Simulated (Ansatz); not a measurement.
## MoS2: pressure series

Start from MoS2 in the 3R-MoS2 type structure (space group R3m, No. 160; a = 3.116 Å, c = 17.356 Å (hexagonal axes); layered, stacked along the Cartesian z axis).

Cell and atoms are relaxed at each pressure.

Method: PBEsol-D3(BJ) in Ansatz (plane waves to 420 eV, PAW, scalar-relativistic without spin-orbit coupling).

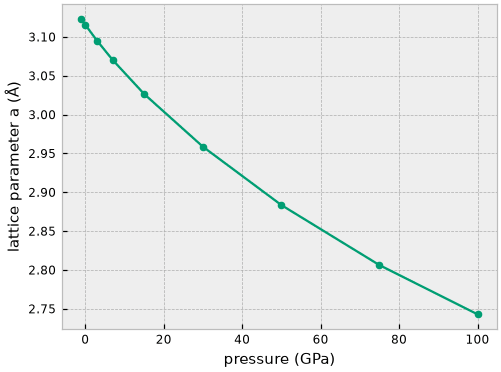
Figure: Lattice parameter a against pressure

Problem. From the plot, what is the lattice parameter a for pressure 100 GPa?

Solution. About 2.74 Å.

Problem. Is the trend monotonic over the range shown?

Solution. Yes, it falls throughout, spanning 2.743 Å to 3.123 Å.

The mesh was chosen for an insulator and is coarse for the gapless case. Load acts through the strain it causes; cell and atoms are relaxed under it. Whether these cells are dynamically stable was not tested. No other phases were tried under pressure. All final runs are without spin polarisation.

Ansatz is a program for electronic structure.
